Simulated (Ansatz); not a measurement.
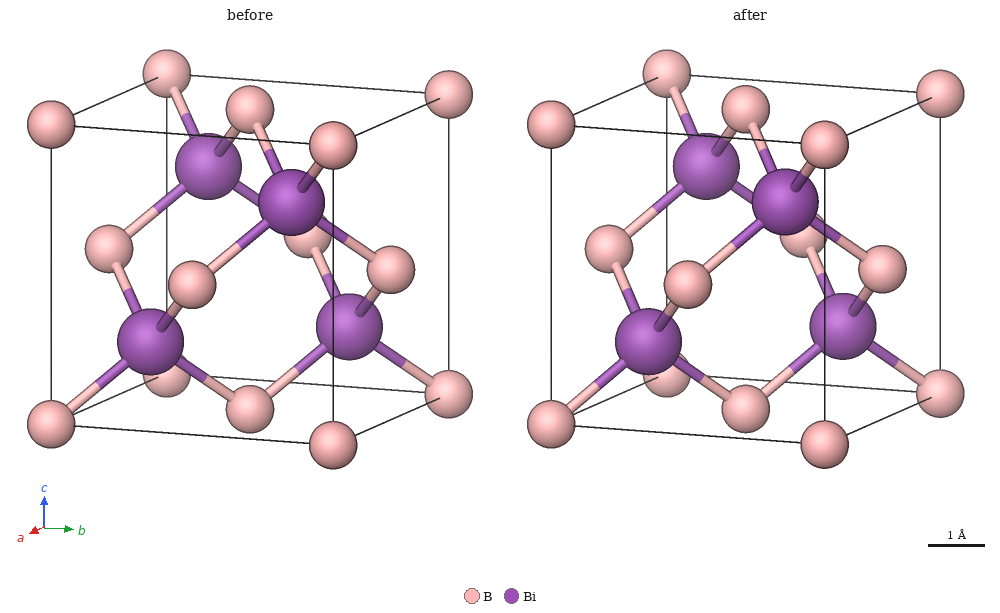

Left: a crystal of BiB (built on the zincblende type) at its r2SCAN-relaxed geometry. Right: the same structure after one change, at the same scale. Style: ball-and-stick. Shown: the conventional cell (4 times the calculation's cell), slightly off an axis. Lengths and directions refer to the drawn axes.

All numbers below come from Ansatz 0.2.0, DFT, HSE06, plane waves, PAW. (plane-wave cutoff 420 eV; k-point mesh 6 × 6 × 6; occupations fixed; no spin polarisation)

Q: What distinguishes the right structure from the left one?

A: The cell is strained by −3.0 % along b and none across it (volume −3.0 %). The atoms were relaxed with r2SCAN under that strain, and this is a single point on that geometry.

Q: And its effect?

A: It costs 2.0 meV per atom. Pressure: −1.8 GPa before, 0.8 GPa after. The principal stresses (compression positive) are 2.8 GPa along b and −0.3 GPa across it. All forces vanish by symmetry. Among the bonded contacts that change: B–Bi 2.377 → 2.354 Å. The space group (tolerance 0.01 Å) goes from F-43m (No. 216) to I-4m2 (No. 119).
